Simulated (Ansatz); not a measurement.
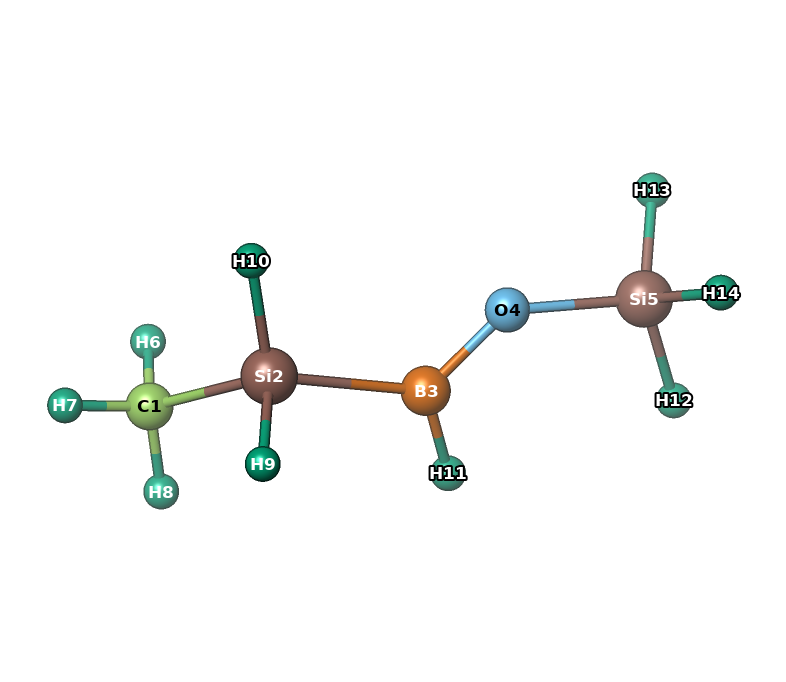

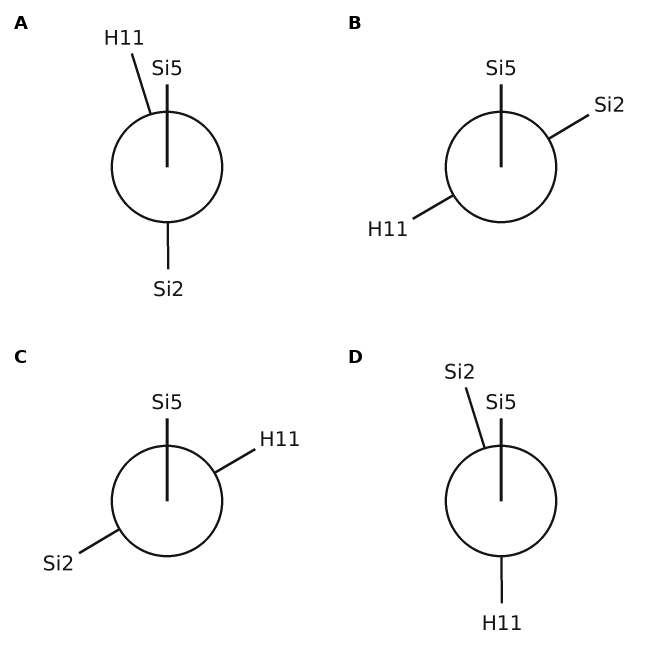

Atoms fade into the background with distance from the viewer. Bonds that would overlap in a projection are set slightly apart. The geometry was computed by an optimisation with PBE-D4/def2-SVP. No frequency run is at hand to confirm it as a minimum.

### Which Newman projection shows the view along O4–B3, with O4 in front?

A. The torsion angle Si5–O4–B3–Si2 is 179°, antiperiplanar (anti).
